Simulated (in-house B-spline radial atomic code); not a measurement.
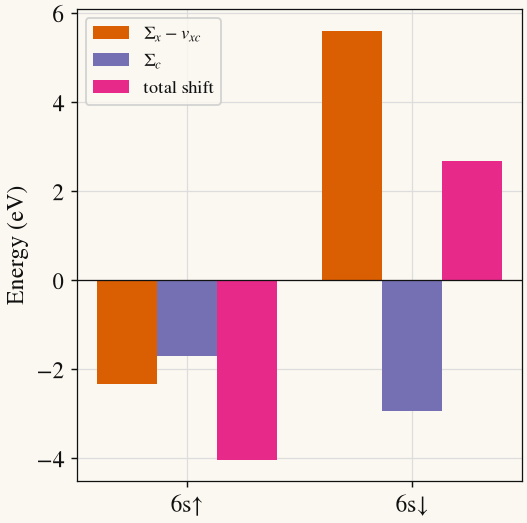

Parts of the G₀W₀ correction to each level for Au I ([Xe] 4f¹⁴ 5d¹⁰ 6s). All-electron spherical atom, scalar X2C, PBE start, no spin-orbit coupling, Breit or QED terms; computed with a B-spline radial code, inside a hard wall of radius 12 bohr. The quasi-particle equation is solved at full frequency; levels of low quasi-particle weight Z are left out.

Q: What does the figure show?

A: G₀W₀ moves the highest occupied level, 6s↑, from −6.06 to −10.10 eV (renormalisation factor Z = 0.68). The empty level 6s↓ goes from −5.35 to −2.68 eV.

| Level | Mean field (eV) | Σx − vxc (eV) | Σc (eV) | Z | G₀W₀ (eV) |
| --- | --- | --- | --- | --- | --- |
| 6s↑ | −6.06 | −2.33 | −1.71 | 0.68 | −10.10 |
| 6s↓ | −5.35 | 5.62 | −2.94 | 0.85 | −2.68 |

Limits of the model: relativistic terms absent here (spin-orbit coupling, Breit, QED) can be large for so heavy or highly charged an atom or ion.
